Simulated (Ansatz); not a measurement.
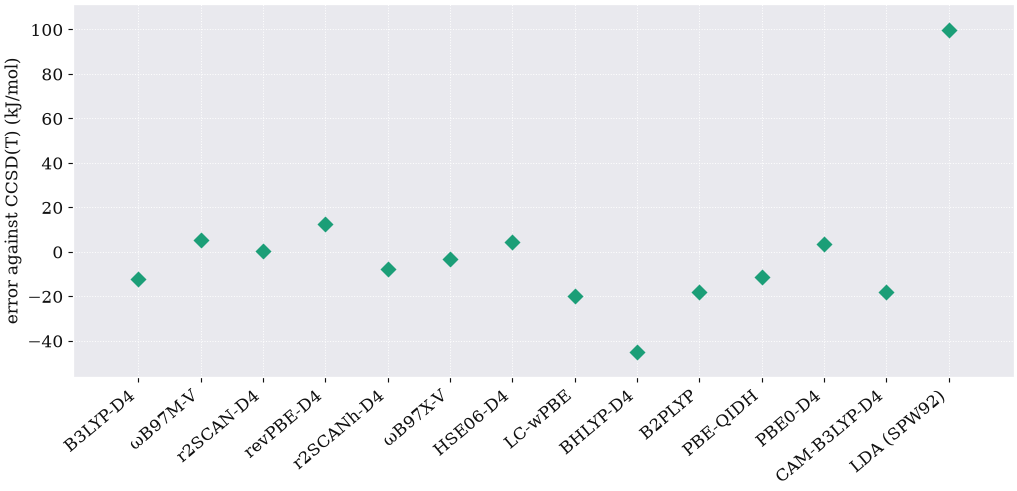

Error in the electronic atomisation energy (method less reference, so positive means overbinding) of Cl₂: functionals in def2-TZVPP against frozen-core CCSD(T) at the limit (scheme: direct), which gives 247.6 kJ/mol, at a PBE0-D4/def2-TZVP geometry (a minimum by its frequencies), no zero-point or spin-orbit term, the Ansatz code. The reference leaves out core correlation, a term that grows with the number of heavy atoms. B2PLYP and PBE-QIDH hold a correlation term that converges slowly with the basis, so part of the distance to the limit is basis error. No dispersion term is added to LC-wPBE, B2PLYP and PBE-QIDH.

Which of these levels overbind, and which underbind?

Answer. Overbind: revPBE-D4 and LDA (SPW92). Underbind: B3LYP-D4, LC-wPBE, BHLYP-D4, B2PLYP, PBE-QIDH and CAM-B3LYP-D4. Within 10 kJ/mol of zero, too close to call in view of what the reference leaves out: ωB97M-V, r2SCAN-D4, r2SCANh-D4, ωB97X-V, HSE06-D4 and PBE0-D4.

Give the values.

Answer.
```tsv
level	kJ/mol
B3LYP-D4	−12.3
ωB97M-V	5.2
r2SCAN-D4	0.5
revPBE-D4	12.3
r2SCANh-D4	−7.6
ωB97X-V	−3.4
HSE06-D4	4.3
LC-wPBE	−19.7
BHLYP-D4	−44.8
B2PLYP	−18.3
PBE-QIDH	−11.2
PBE0-D4	3.4
CAM-B3LYP-D4	−18.0
LDA (SPW92)	99.8
```
